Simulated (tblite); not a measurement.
Run report: C2H7PSi, molecular dynamics (part 2 of 2)

Continued. System: C2H7PSi. Method: GFN2-xTB Langevin dynamics, gas phase (tblite 0.8.0). 

Geometry of the input (Å):
```
P  2.1192  -0.1892  0.8175
Si 0.3502  -0.2042  -0.5279
C  -1.3191  -0.4575  0.3142
C  -1.0386  0.9924  -0.0816
H  2.9609  0.4293  -0.0933
H  2.5612  -1.4504  0.4503
H  0.4494  -0.6035  -1.9295
H  -1.3692  -0.6593  1.3745
H  -2.1225  -0.9399  -0.2216
H  -1.6698  1.3922  -0.8606
H  -0.9163  1.6928  0.7320
```

**Trajectory as extended XYZ, continued**
```
11
Properties=species:S:1:pos:R:3:forces:R:3 step=21 time_fs=525.0 energy=-327.02086 temperature=533.4
P     1.9743   -2.2885    0.7938    0.3359   0.5746  -0.0278
Si    1.0308   -0.4674   -0.1900   -0.6704  -0.2116   0.4718
C    -0.7095   -0.5152   -0.9591    0.8367  -0.9210   1.4237
C    -0.6897    0.1495    0.4393   -0.1747  -1.9339  -0.2960
H     3.3439   -1.7991    0.8661   -1.0408  -0.3173  -0.3501
H     2.1126   -2.9783   -0.4125    0.2538   0.1505   0.1346
H     1.9200    0.4769   -0.8435    0.0864   0.1953   0.0039
H    -1.2769   -1.4285   -1.0346   -0.0258  -0.0699  -0.0389
H    -0.8676    0.1192   -1.7560   -0.3819   1.1211  -1.4819
H    -1.0446    1.1604    0.4545    0.0846   0.1506   0.2933
H    -1.2371   -0.5753    1.1028    0.6963   1.2616  -0.1326
11
Properties=species:S:1:pos:R:3:forces:R:3 step=22 time_fs=550.0 energy=-326.86497 temperature=462.8
P     2.0423   -2.2884    0.7881   -0.1568   0.0953   0.6205
Si    1.0800   -0.5178   -0.1104   -0.4092  -0.0218  -0.1138
C    -0.5897   -0.6920   -1.0023    2.2525   3.4889   0.3219
C    -0.6268    0.1257    0.3063   -1.9345  -1.6772   0.5698
H     3.1557   -1.4777    1.0527    0.0195  -0.5507  -0.2763
H     2.4353   -2.8454   -0.4157    0.3599   0.2063  -0.0415
H     1.9675    0.5648   -0.4497    0.2623   0.3495  -0.2174
H    -0.9231   -1.6194   -1.1156   -1.6924  -3.4848   0.1797
H    -0.7640   -0.1328   -1.8919   -0.0500   0.4544  -0.4853
H    -0.8583    1.1398    0.1249    0.0918   0.9257  -0.1440
H    -1.4077   -0.2592    1.0258    1.2568   0.2144  -0.4137
11
Properties=species:S:1:pos:R:3:forces:R:3 step=23 time_fs=575.0 energy=-326.83075 temperature=495.2
P     2.1147   -2.2979    0.7882   -1.3485   0.2637   0.5909
Si    1.1682   -0.4419   -0.0742    1.0892   0.1838  -1.2123
C    -0.4626   -0.8154   -1.0184   -0.5841  -0.5305  -2.1293
C    -0.5781    0.1460    0.1208   -1.0027   2.1558   0.8164
H     3.0195   -1.6785    1.6222    0.2856   0.1417  -0.1811
H     2.8980   -2.4164   -0.2986    0.8183  -0.0117  -0.5135
H     2.0791    0.5725   -0.8055   -0.6081  -0.7283   0.5423
H    -0.9292   -1.8386   -0.8977    0.4505   1.3194   0.0204
H    -0.7385   -0.4124   -2.0832    0.6741  -0.6654   2.0240
H    -0.8794    1.2397   -0.0119    0.6759  -1.4988  -0.4354
H    -1.1163   -0.1408    0.9929   -0.4503  -0.6297   0.4776
11
Properties=species:S:1:pos:R:3:forces:R:3 step=24 time_fs=600.0 energy=-326.80697 temperature=415.9
P     2.1332   -2.2427    0.7988    0.7442  -0.9189  -0.9399
Si    1.2840   -0.4430   -0.0956   -1.2992   0.5000  -0.2552
C    -0.3005   -0.8711   -1.0381   -1.5737  -2.2258   0.3744
C    -0.5751    0.1446    0.0092    0.6359   2.4221   0.7231
H     2.7391   -1.7150    1.8750    0.3623   0.5343   0.8436
H     3.3728   -2.1603    0.0491   -0.9317  -0.0892   0.4650
H     2.1129    0.5067   -0.8264    0.0827   0.0866   0.0174
H    -0.8819   -1.8705   -0.8311    1.3233   1.6252  -0.2955
H    -0.5245   -0.5846   -2.0341    0.0490   0.2708  -0.7536
H    -0.7047    1.2347   -0.2778    0.4099  -1.2955  -0.2926
H    -1.2938    0.0660    0.8123    0.1972  -0.9096   0.1134
11
Properties=species:S:1:pos:R:3:forces:R:3 step=25 time_fs=625.0 energy=-326.83907 temperature=339.3
P     2.1354   -2.1705    0.8829    0.8354   1.0499   0.5635
Si    1.2577   -0.3671   -0.1436    0.4363  -0.7342  -0.3962
C    -0.2886   -0.9506   -1.1228    0.4629   0.0331   2.3388
C    -0.4889    0.2033   -0.0671   -1.7232  -0.8048   0.5916
H     2.5456   -1.3564    1.9759   -0.3250  -0.5564  -0.2104
H     3.4257   -1.9397    0.3365   -0.5408  -0.2488  -0.0360
H     2.2057    0.7159   -0.3538    0.1862   0.0812  -0.3326
H    -0.7302   -1.9079   -0.8436    0.2424   0.1584  -0.0094
H    -0.4383   -0.7502   -2.1322   -0.3666   0.6272  -1.2665
H    -0.8824    1.0723   -0.5169    0.3246   1.1080  -0.5986
H    -1.1449    0.0895    0.8252    0.4677  -0.7136  -0.6443
11
Properties=species:S:1:pos:R:3:forces:R:3 step=26 time_fs=650.0 energy=-326.81899 temperature=419.0
P     2.1279   -1.9883    1.0167   -0.9163   0.3478   1.4433
Si    1.2347   -0.3660   -0.2370    0.2115   0.3115   0.3742
C    -0.2812   -0.9429   -1.1617    0.3911   0.0462  -1.6875
C    -0.6096    0.1035   -0.1135   -0.0546   0.9969  -0.8296
H     2.6004   -1.2943    2.1924   -0.7401  -0.2493  -0.6311
H     3.3100   -1.7152    0.5148    1.6965  -0.0081  -0.9936
H     2.0887    0.5910   -0.9855   -0.2263  -0.1824   0.3259
H    -0.5923   -1.8794   -0.8262   -0.5649  -1.5452   0.2574
H    -0.3773   -0.9103   -2.2954   -0.2858   0.6449   1.6535
H    -0.8115    1.0809   -0.5414    0.0903   0.0874  -0.0033
H    -1.3857   -0.0800    0.6195    0.3984  -0.4497   0.0907
11
Properties=species:S:1:pos:R:3:forces:R:3 step=27 time_fs=675.0 energy=-326.99487 temperature=393.5
P     2.1216   -1.8066    1.0907    1.1081  -0.3366   0.4782
Si    1.2141   -0.3681   -0.2530   -0.4634   0.5949  -1.6951
C    -0.3283   -1.0479   -1.1948    0.2049  -1.8914  -1.1140
C    -0.6311    0.0312   -0.2489   -1.1082   1.9444   1.1348
H     2.1195   -0.9247    2.1350   -0.1161   0.1002   0.5460
H     3.4765   -1.4376    0.8440   -0.6709  -0.2565  -0.1385
H     2.0389    0.5151   -1.1348   -0.2781  -0.3166   0.3813
H    -0.8034   -2.0695   -1.0083    0.7661   1.4257  -0.2507
H    -0.3692   -0.7767   -2.2663   -0.2152  -0.2391   0.7571
H    -1.1015    0.9710   -0.6282    0.7610  -0.7166   0.1328
H    -1.1569   -0.2060    0.6768    0.0118  -0.3084  -0.2319
11
Properties=species:S:1:pos:R:3:forces:R:3 step=28 time_fs=700.0 energy=-327.05840 temperature=336.9
P     2.1219   -1.6809    1.1828    0.6382   0.3141  -0.3146
Si    1.1310   -0.3569   -0.3751    2.1189  -0.1329   0.4525
C    -0.3309   -1.1323   -1.2229   -0.6742  -0.7019   0.0220
C    -0.6548    0.0327   -0.2944   -2.2939   0.9901   1.1115
H     1.8874   -0.8813    2.2977    0.0804   0.0726  -0.1691
H     3.4774   -1.1934    0.9929   -1.0790  -0.2142   0.1386
H     2.0712    0.5516   -1.0360   -0.1705   0.0106  -0.0617
H    -0.5790   -2.1354   -0.8573   -0.1020   0.3858   0.0292
H    -0.7168   -1.0143   -2.2134    0.3001   0.0662  -0.5143
H    -1.0150    0.9609   -0.7614    0.3547  -0.4873  -0.1944
H    -1.3548   -0.1065    0.5649    0.8273  -0.3030  -0.4997
11
Properties=species:S:1:pos:R:3:forces:R:3 step=29 time_fs=725.0 energy=-326.90906 temperature=329.5
P     2.1012   -1.5683    1.2614   -1.4927  -0.1535  -0.0692
Si    1.1608   -0.3573   -0.3968   -1.9814  -0.7824   0.4406
C    -0.3781   -1.2201   -1.1779    1.1386   2.8366  -2.1436
C    -0.7660    0.0402   -0.3808    1.1438  -1.6763   0.9049
H     1.6497   -0.7218    2.2864    0.4070  -0.1149  -0.2504
H     3.3104   -1.0182    1.1023    0.9566   0.6493   0.0881
H     1.8752    0.4771   -1.3319    0.2807   0.1478  -0.1298
H    -0.8848   -2.1013   -0.9472   -0.3238  -1.0895   0.3068
H    -0.4035   -0.9553   -2.2751   -0.1464  -0.8083   0.9892
H    -1.1958    0.8927   -0.8390   -0.1315   0.3856  -0.4882
H    -1.3552   -0.3248    0.4532    0.1490   0.6055   0.3516
11
Properties=species:S:1:pos:R:3:forces:R:3 step=30 time_fs=750.0 energy=-326.87263 temperature=383.2
P     1.9799   -1.4331    1.2510   -0.2218  -0.3527  -0.0489
Si    1.0695   -0.3509   -0.4594    1.4269  -0.0389  -1.1725
C    -0.3576   -1.2469   -1.3476    0.1754  -0.1299   1.7390
C    -0.7244   -0.0723   -0.3296   -1.5224   0.0027  -0.5734
H     1.5966   -0.5212    2.2032   -0.1970   0.1337   0.1931
H     3.1291   -0.7451    1.0494    0.7249   0.0999   0.0056
H     1.9870    0.3923   -1.3560   -0.2627   0.0084   0.3433
H    -0.4289   -2.3329   -1.0079   -0.5844   1.6478  -0.4174
H    -0.7924   -1.0229   -2.2925    0.2946  -0.2887  -0.5559
H    -1.1936    0.8494   -0.7793    0.3948  -1.3559   0.4987
H    -1.2005   -0.4109    0.5807   -0.2284   0.2736  -0.0115
11
Properties=species:S:1:pos:R:3:forces:R:3 step=31 time_fs=775.0 energy=-326.79446 temperature=284.2
P     1.8935   -1.3279    1.2793    0.6588   1.8224  -0.1444
Si    1.0642   -0.3585   -0.6284   -1.5067  -0.5399   1.0834
C    -0.4672   -1.2660   -1.3401    0.6920  -1.0498   0.7035
C    -0.8885   -0.1941   -0.3465    1.3760  -0.9308  -0.6018
H     1.5120   -0.1827    2.0380   -0.1776  -0.6983  -0.1414
H     3.1983   -0.6877    1.2581   -0.7106  -0.7234  -0.3164
H     1.4847    0.8744   -1.2630    0.2788   0.0154  -0.1779
H    -0.7267   -2.3588   -1.2007    0.4118   1.4702   0.0350
H    -0.6114   -0.9483   -2.3224   -0.4098   0.0490  -1.5046
H    -1.4808    0.5732   -0.8189   -0.0985   0.0667   0.5267
H    -1.2379   -0.7008    0.5266   -0.5142   0.5185   0.5379
11
Properties=species:S:1:pos:R:3:forces:R:3 step=32 time_fs=800.0 energy=-326.94453 temperature=271.4
P     1.8166   -1.2265    1.2277    1.0565  -0.2625  -0.1509
Si    0.9277   -0.3857   -0.6221    1.8477   0.4977  -0.4069
C    -0.4920   -1.2494   -1.5061    0.0693   1.5605  -1.6420
C    -0.8801   -0.2578   -0.4130   -1.1616   0.4411  -0.3837
H     1.7153   -0.1432    2.0504   -0.5370   0.4229   0.2375
H     3.0957   -0.7292    0.9203   -0.2201  -0.5396  -0.0705
H     1.7675    0.5715   -1.3924   -0.4201  -0.2298   0.1994
H    -0.7317   -2.2092   -1.2125   -0.3612  -1.8817  -0.0105
H    -0.7862   -0.9898   -2.5756    0.5232  -0.4088   1.5720
H    -1.4159    0.6077   -0.7634   -0.3173   0.0053   0.3259
H    -1.2668   -0.7909    0.4347   -0.4796   0.3949   0.3297
11
Properties=species:S:1:pos:R:3:forces:R:3 step=33 time_fs=825.0 energy=-327.12198 temperature=482.7
P     1.7995   -1.2072    1.1348    0.2401  -1.0334  -0.2494
Si    0.8781   -0.3148   -0.6491   -0.2667   0.3546  -0.3441
C    -0.4408   -1.2804   -1.5900    0.4306   0.3801  -0.9346
C    -1.0224   -0.3684   -0.5470   -0.3070   1.2963  -0.2913
H     2.1007   -0.0263    1.6914    0.1738   0.9368   0.5186
H     3.0964   -1.3202    0.6272   -0.2560  -0.0532  -0.0002
H     1.5433    0.6640   -1.5131   -0.0529   0.0563   0.1710
H    -0.5637   -2.3151   -1.3789   -0.1581  -0.5949  -0.4937
H    -0.5615   -0.9097   -2.6487   -0.1271  -0.9198   1.3005
H    -1.6663    0.4095   -0.9848    0.3988  -0.2125   0.5201
H    -1.4421   -0.7783    0.3608   -0.0755  -0.2102  -0.1969
11
Properties=species:S:1:pos:R:3:forces:R:3 step=34 time_fs=850.0 energy=-326.87030 temperature=378.4
P     1.8310   -1.1890    1.0829    0.4750   0.8354  -0.8953
Si    0.8126   -0.2349   -0.7419   -0.2464  -1.0243   0.6818
C    -0.4576   -1.3360   -1.6877    1.5460  -1.9524   5.0818
C    -1.0346   -0.4533   -0.5419   -0.2842  -0.2140  -1.0290
H     2.8274   -0.1448    1.1629   -0.5579  -0.7446  -0.0534
H     2.6544   -2.0350    0.3164   -0.0845   0.2508   0.2154
H     1.1551    1.0247   -1.3270    0.3407   0.4560  -0.2625
H    -0.4371   -2.4228   -1.3520    0.0562   1.2564  -0.9062
H    -0.6680   -1.1706   -2.6527   -0.9461   0.5240  -2.7888
H    -1.7045    0.2176   -1.0222   -0.4481   0.8886   0.1911
H    -1.4930   -0.9054    0.3283    0.1493  -0.2758  -0.2348
11
Properties=species:S:1:pos:R:3:forces:R:3 step=35 time_fs=875.0 energy=-326.90082 temperature=462.5
P     1.7811   -1.1572    0.9191   -0.7631  -0.2639   1.0161
Si    0.7045   -0.2692   -0.7755   -0.6433   0.1126   0.2529
C    -0.4457   -1.4595   -1.6241   -0.9469  -0.6317   1.5114
C    -1.1851   -0.5183   -0.5548    0.2670   1.4249  -2.9878
H     2.9795   -0.5405    0.7798    0.6156  -0.0327  -0.3796
H     2.0497   -2.3854    0.3499    0.4026   0.1712  -0.1804
H     1.2344    0.8258   -1.5509    0.0995   0.2472  -0.1079
H    -0.5220   -2.4728   -1.1933    0.3725   0.3121  -0.8195
H    -0.6191   -1.3949   -2.6970   -0.4439   0.0242   0.5774
H    -1.9284    0.1766   -1.0466    1.0477  -0.5160   0.4969
H    -1.6527   -0.8979    0.3093   -0.0077  -0.8477   0.6204
11
Properties=species:S:1:pos:R:3:forces:R:3 step=36 time_fs=900.0 energy=-326.88891 temperature=352.6
P     1.8187   -1.1393    0.8497   -0.4625   0.2464   0.3015
Si    0.5528   -0.2652   -0.7763    0.3609  -0.4334  -0.9624
C    -0.5712   -1.6626   -1.5431   -0.2642   3.4259  -1.6629
C    -1.2875   -0.5692   -0.7188   -1.0063   1.3189  -0.3174
H     2.9566   -0.8493    0.1305    0.1892  -0.3601  -0.1066
H     1.5989   -2.4380    0.3972    0.4129   0.1833  -0.0605
H     1.2525    0.6753   -1.7204   -0.4598  -0.4069   0.4574
H    -0.5998   -2.5953   -1.1223   -0.0562  -2.0306   0.5404
H    -0.8263   -1.5683   -2.6525    0.3501  -0.5026   1.6697
H    -1.9873    0.1294   -1.2470    0.8367  -0.7400   0.1370
H    -1.7441   -0.7268    0.2487    0.0992  -0.7007   0.0037
11
Properties=species:S:1:pos:R:3:forces:R:3 step=37 time_fs=925.0 energy=-326.91038 temperature=346.8
P     1.8115   -1.0921    0.8457    0.4241  -0.1948  -0.4395
Si    0.4307   -0.2967   -0.7508    0.2434   0.8203   0.3896
C    -0.6196   -1.6580   -1.4443    0.2565   0.2538  -1.5510
C    -1.4538   -0.5828   -0.7958   -0.9625  -0.6832   2.1221
H     2.8617   -1.4052   -0.0767   -0.5528   0.2428   0.4535
H     1.3362   -2.4069    0.7697    0.0252   0.2595   0.0367
H     0.8318    0.8830   -1.5320    0.0255  -0.2444   0.1314
H    -0.3961   -2.5611   -0.9307   -0.6093  -0.6986   0.2790
H    -0.7511   -1.7817   -2.5025   -0.0957  -0.2861  -0.2696
H    -2.0661    0.0757   -1.3724    0.1487   0.1286  -0.7854
H    -2.1517   -0.9531    0.0097    1.0970   0.4020  -0.3668
11
Properties=species:S:1:pos:R:3:forces:R:3 step=38 time_fs=950.0 energy=-326.83407 temperature=336.1
P     1.7695   -0.9956    0.8563    0.3409   1.0158   0.1699
Si    0.2705   -0.3210   -0.6435    0.3417  -0.4787  -0.0112
C    -0.8030   -1.6440   -1.5171    1.0451  -1.8425   0.8639
C    -1.5638   -0.6339   -0.7366   -0.6026   0.6379   1.0373
H     2.6633   -1.3790   -0.1130    0.2141   0.0963  -0.1387
H     1.3287   -2.2466    0.9256   -0.5309  -1.1815   0.2300
H     0.7601    0.9205   -1.2103   -0.0182   0.0848  -0.2997
H    -0.8225   -2.7342   -1.1034    0.0296   1.9669  -0.5264
H    -0.9327   -1.6817   -2.5441   -0.1862   0.0352  -1.7642
H    -2.1937    0.1419   -1.1175   -0.0563   0.0948  -0.9493
H    -2.1100   -1.0879    0.0332   -0.5771  -0.4289   1.3883
11
Properties=species:S:1:pos:R:3:forces:R:3 step=39 time_fs=975.0 energy=-326.83174 temperature=462.8
P     1.7705   -0.8830    0.7987   -0.6127  -1.5848   1.2557
Si    0.1466   -0.3967   -0.6145    0.5951   1.5725   0.3457
C    -0.9308   -1.5533   -1.4993   -2.4227  -1.0194  -1.6698
C    -1.7183   -0.6647   -0.4737   -0.1086  -0.0060  -0.6140
H     2.5579   -1.2727   -0.2042    0.9513  -0.0531  -0.9648
H     1.4985   -2.3396    1.0031   -0.0340   1.5671  -0.0340
H     0.4998    0.8259   -1.3875   -0.0486  -0.2754   0.2495
H    -0.9245   -2.6419   -1.3850    0.0167   0.3935   0.4251
H    -1.3932   -1.3625   -2.4866    0.9065  -0.0733   0.2438
H    -2.3525    0.0880   -0.9784    0.4916  -0.4479   0.3204
H    -2.3182   -1.1781    0.2540    0.2655  -0.0731   0.4425
11
Properties=species:S:1:pos:R:3:forces:R:3 step=40 time_fs=1000.0 energy=-326.76060 temperature=521.5
P     1.8443   -0.8465    0.7832   -0.8895  -1.2421  -0.3595
Si    0.0199   -0.4021   -0.5705    0.1400  -0.3417  -0.9051
C    -1.2900   -1.6473   -1.4386   -0.5879   3.4339  -1.0990
C    -1.7894   -0.7655   -0.2542   -0.3494  -1.1733   1.2737
H     2.7102   -1.2247   -0.2450   -0.1440   0.1804  -0.0129
H     1.5250   -2.2518    1.0059    0.1651   1.1041  -0.0581
H     0.3550    0.8706   -1.2738   -0.1906  -0.4412   0.1285
H    -1.2683   -2.6507   -1.2397    0.2307  -2.1635   0.5225
H    -1.8593   -1.4887   -2.4433    1.3113   0.0632   1.6855
H    -2.6019   -0.0569   -0.4065    0.3241  -0.2259  -0.0943
H    -1.9842   -1.3876    0.6768   -0.0096   0.8061  -1.0813
```

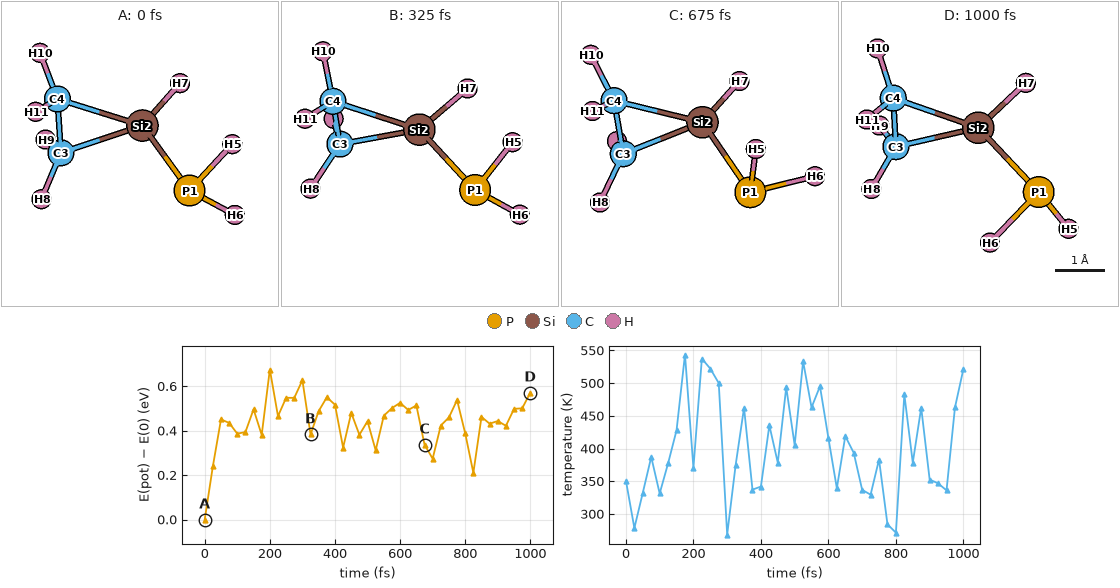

Fig. 1: Frames of the molecular dynamics (ball-and-stick, seen at a tilt) above the curves, on which the letters mark them. The trajectory kept here has 41 frames over 1000 fs. The temperature starts at 351 K, ranges from 268 to 544 K and averages 401 K over the second half. The potential energy ends 0.572 eV above its first value. After an unweighted best fit of the last frame on the first, the root-mean-square displacement is 0.81 Å, and H5 has moved furthest (1.69 Å).

**Results in brief**

```tsv
quantity	value
outcome	finished
mean temperature over the second half	401 K
trajectory	41 frames kept, 1000 fs
wall time	18 s
peak memory	0.19 GiB
```
